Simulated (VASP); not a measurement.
Energy against volume of PtAl2 (fluorite). These are r2SCAN meta-GGA, VASP's PBE PAW potentials (set 64) (plane waves; VASP 6.6.1) values and carry that method's errors.

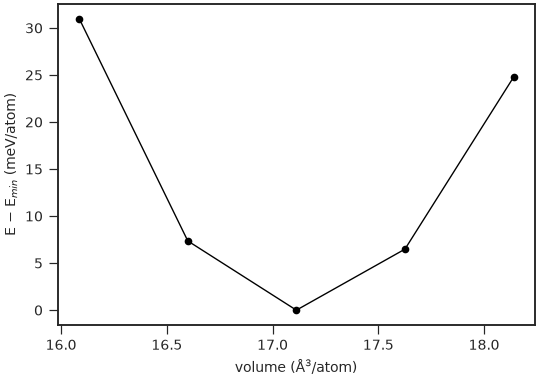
Figure: Energy against volume

Q: Estimate the equilibrium volume and the bulk modulus.

A: The minimum lies near 17.1 Å³/atom, and the curvature gives B0 of about 140 GPa.

The compound is PtAl2 in the fluorite structure. It was relaxed first.
